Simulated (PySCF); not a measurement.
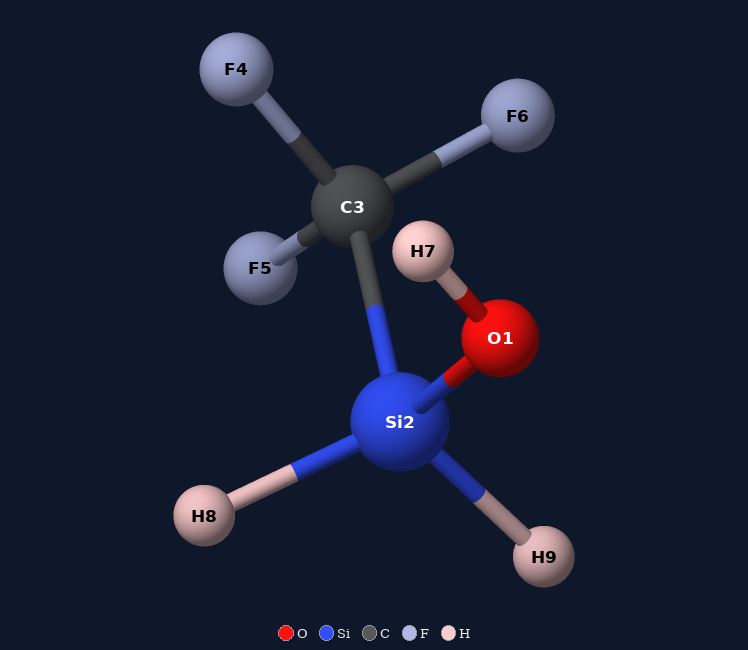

The geometry was computed by an optimisation with PBE0-D3(BJ)/def2-SVP. No frequency run is at hand to confirm it as a minimum. Electric field gradients from the ground-state density, B3LYP/6-31G* (PySCF 2.14.0), non-relativistic apart from any core potentials.

Give the largest field-gradient component, the quadrupole coupling constant and the asymmetry for 17O at O1 (Q = −25.6 mb), 2H at H7 (Q = 2.86 mb), 2H at H8 (Q = 2.86 mb).

```csv
atom,V_zz (a.u.),e²qQ/h (MHz),η
O1,1.376,−8.28,0.60
H7,0.473,0.318,0.07
H8,0.143,0.096,0.02
```
